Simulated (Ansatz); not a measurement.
BBrH₃Si (charge −1)

Input

```
crystal:
  periodic: [false, false, false]
  atoms:
    - symbol: B
      position_ang: [0.427075, 0.798839, 1.384701]
    - symbol: Br
      position_ang: [-2.306500, 0.038721, -0.540333]
    - symbol: Si
      position_ang: [-0.057746, -0.592939, 0.133223]
    - symbol: H
      position_ang: [1.568567, 0.640412, 1.803519]
    - symbol: H
      position_ang: [0.606199, 1.035345, 0.068072]
    - symbol: H
      position_ang: [-0.245595, 1.692652, 1.862509]
basis:
  gaussian:
    orbitals: def2-TZVPD
total_charge: -1
output: {forces: true, orbitals: {seedname: orbitals}}
hamiltonian:
  xc: {name: PBE0}
```

Command:

```sh
ansatz run input.yaml --threads 2 --pin off --max-ram 4350MiB --events-out events.jsonl --progress --plain --runs-dir runs
```

Geometry: PBE0-D3(BJ)/def2-SVPD.

Computed with isolated molecule in a Gaussian basis; Kohn-Sham density functional theory, functional PBE0 (Ansatz 0.2.0).

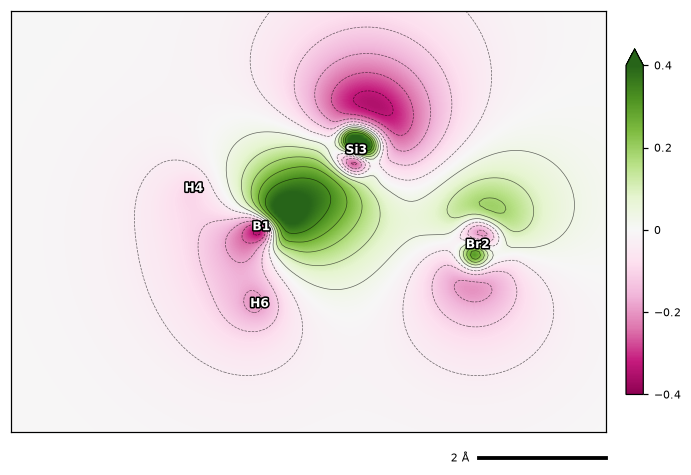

Figure 1. The HOMO on the plane of atoms Si3, B1 and H4 (values in Å⁻³ᐟ²; the overall sign is arbitrary).

### Where does this orbital lie, and at what energy?

Its weight (Hirshfeld) is mainly on Si3 (about 55 %), B1 (about 20 %) and Br2 (about 10 %). Its energy is −1.01 eV.

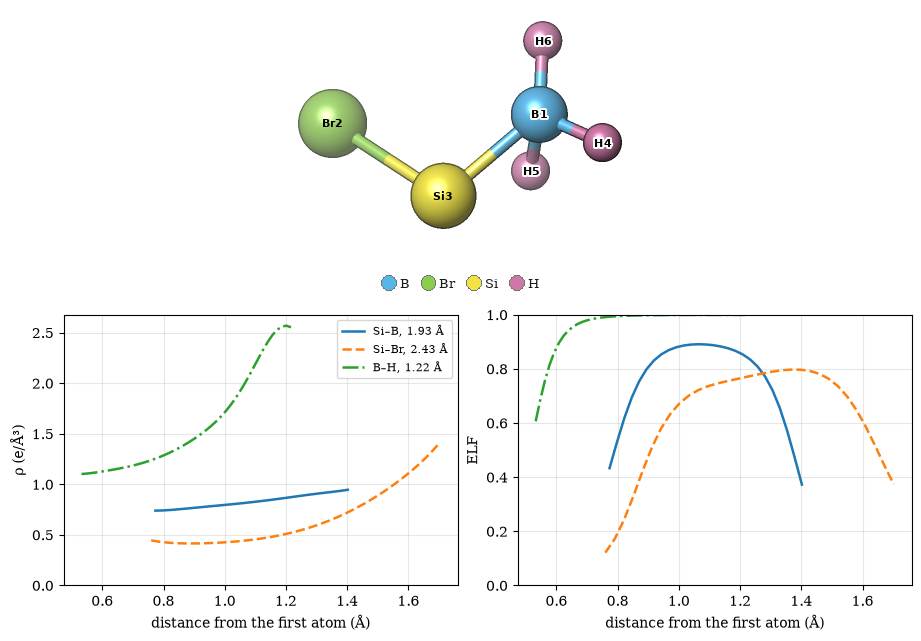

Figure 2. Total electron density and electron localisation function along straight lines between neighbouring atoms. The curves leave out the atomic cores. The structure is drawn too.

### Compare the contacts.

Si–B (1.93 Å): ρ at the midpoint is about 0.79 e/Å³; the ELF peaks at about 0.90 between the atoms; a covalent bond.
Si–Br (2.43 Å): the density is about 0.52 e/Å³ at the midpoint, with its minimum of 0.42 e/Å³ about 0.9 Å from Si; the ELF peaks at about 0.80 between the atoms, as expected for a shared but strongly polarised pair.
B–H (1.22 Å): ρ at the midpoint is about 1.1 e/Å³; the ELF climbs to about 1 towards the hydrogen, as it does in any bond to H: an ordinary covalent bond to hydrogen.

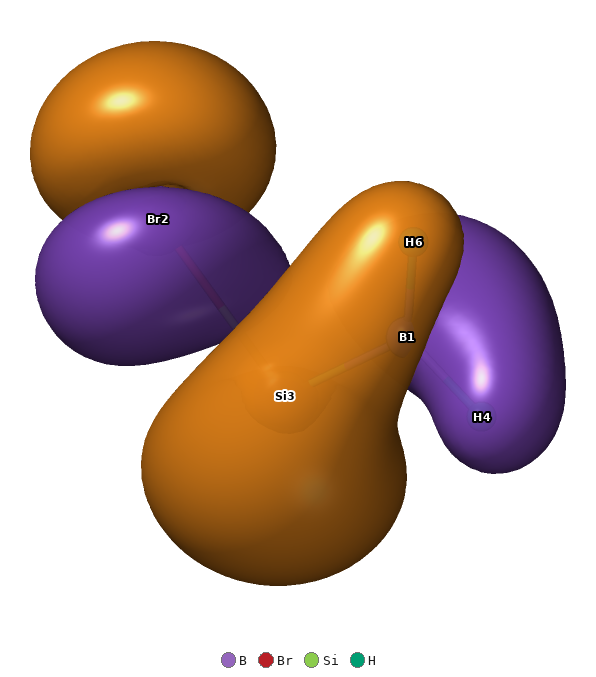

Figure 3. The HOMO−1 at ±0.06 Å⁻³ᐟ² (orange and purple are the two phases), seen at a tilt.

### What is the character of this orbital?

By Hirshfeld shares it lies mainly on Si3 (about 35 %), Br2 (about 35 %), B1 (about 15 %) and H5 (about 10 %). Its energy is −2.84 eV.
